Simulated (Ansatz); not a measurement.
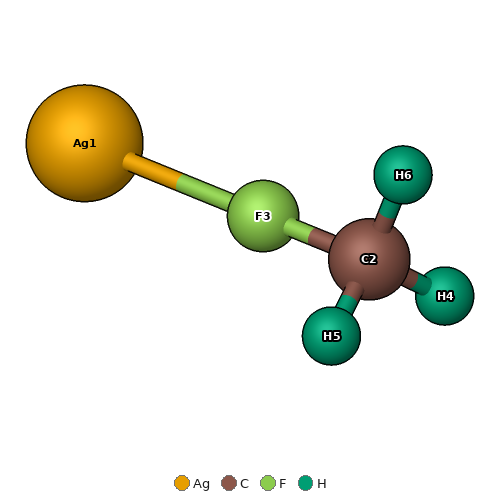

The system is CH3AgF, charge +1; the picture shows the reference structure. 
- The first coordinate is: separation of F3 and Ag1 along their line in the relaxed pair; the second: sideways slip of Ag1.
- Nothing is relaxed (both partners rigid).
- The grid has 15 × 15 points.
- Points are written as (first, second).
- All energies are given in kcal/mol relative to the lowest grid point.
- Theory: RHF/def2-TZVPD (Ansatz).

Its coordinates:

```xyz
6

Ag    0.5686   -0.9990   -2.8521
C    -0.1309    0.2299    0.6565
F     0.1301   -0.2286   -0.6524
H    -1.1020    0.6947    0.6405
H     0.6448    0.9340    0.9049
H    -0.1107   -0.6311    1.3026
```

Range: separation of F3 and Ag1 along their line in the relaxed pair from 1.992 to 3.392 Å; sideways slip of Ag1 from −2.200 to 2.200 Å.

What will the energy surface look like?

The lowest grid point is at (2.323 Å, −0.314 Å). The same energy is found, by symmetry, at (2.323 Å, 0.314 Å). It is the only kind of minimum in the scanned range. The highest grid point, (3.392 Å, 2.200 Å), lies 11.3 kcal/mol above the lowest.

```csv
"second ↓, first →",1.992,2.027,2.084,2.154,2.235,2.323,2.420,2.523,2.632,2.746,2.866,2.991,3.120,3.254,3.392
2.200,5.9,6.1,6.3,6.6,7.0,7.4,7.8,8.3,8.7,9.1,9.6,10.0,10.5,10.9,11.3
1.886,3.6,3.8,4.1,4.5,5.0,5.5,6.0,6.6,7.2,7.8,8.4,8.9,9.5,10.0,10.5
1.571,1.6,1.8,2.0,2.4,3.0,3.5,4.2,4.9,5.6,6.4,7.1,7.8,8.5,9.1,9.7
1.257,0.6,0.6,0.7,0.9,1.3,1.9,2.6,3.3,4.2,5.0,5.9,6.7,7.5,8.3,9.0
0.943,1.5,1.1,0.6,0.3,0.3,0.7,1.3,2.0,2.9,3.9,4.8,5.8,6.7,7.5,8.3
0.629,4.4,3.2,1.8,0.7,0.2,0.1,0.5,1.1,2.0,3.0,4.0,5.0,6.0,7.0,7.8
0.314,7.8,5.9,3.6,1.7,0.5,0.0,0.1,0.6,1.5,2.4,3.5,4.6,5.6,6.6,7.5
0.000,9.4,7.2,4.4,2.1,0.7,0.0,0.0,0.5,1.3,2.3,3.3,4.4,5.5,6.5,7.4
−0.314,7.8,5.9,3.6,1.7,0.5,0.0,0.1,0.6,1.5,2.4,3.5,4.6,5.6,6.6,7.5
−0.629,4.4,3.2,1.8,0.7,0.2,0.1,0.5,1.1,2.0,3.0,4.0,5.0,6.0,7.0,7.8
−0.943,1.5,1.1,0.6,0.3,0.3,0.7,1.3,2.0,2.9,3.9,4.8,5.8,6.7,7.5,8.3
−1.257,0.6,0.6,0.7,0.9,1.3,1.8,2.5,3.3,4.2,5.0,5.9,6.7,7.5,8.3,9.0
−1.571,1.6,1.7,2.0,2.4,2.9,3.5,4.2,4.9,5.6,6.4,7.1,7.8,8.4,9.1,9.7
−1.886,3.6,3.7,4.1,4.5,4.9,5.4,6.0,6.6,7.2,7.8,8.3,8.9,9.4,10.0,10.5
−2.200,5.9,6.0,6.3,6.6,7.0,7.4,7.8,8.2,8.7,9.1,9.6,10.0,10.4,10.9,11.3
```

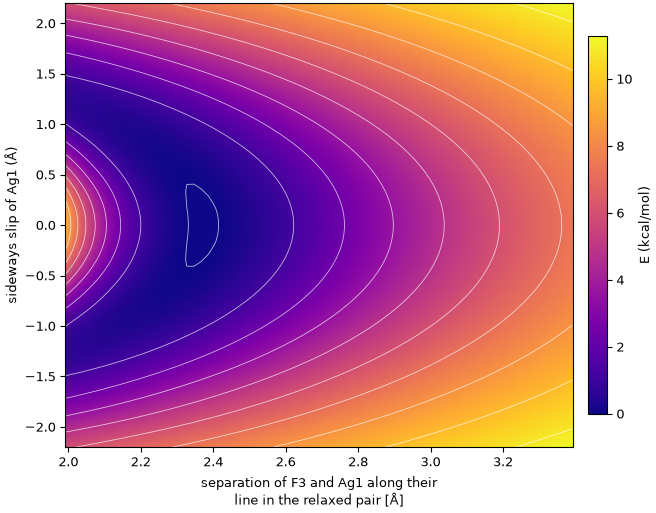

Drawn: a smooth colour map with a few white contour lines. Between grid points the surface is interpolated.

Each point was launched as `ansatz run input.yaml --threads 1 --pin off --max-ram 2560MiB --backend cpu --events-out ev --progress --plain --runs-dir out`. Time for the 225 points that were run: 9.5 min on 1 thread of Arm Neoverse V2 (shared host).
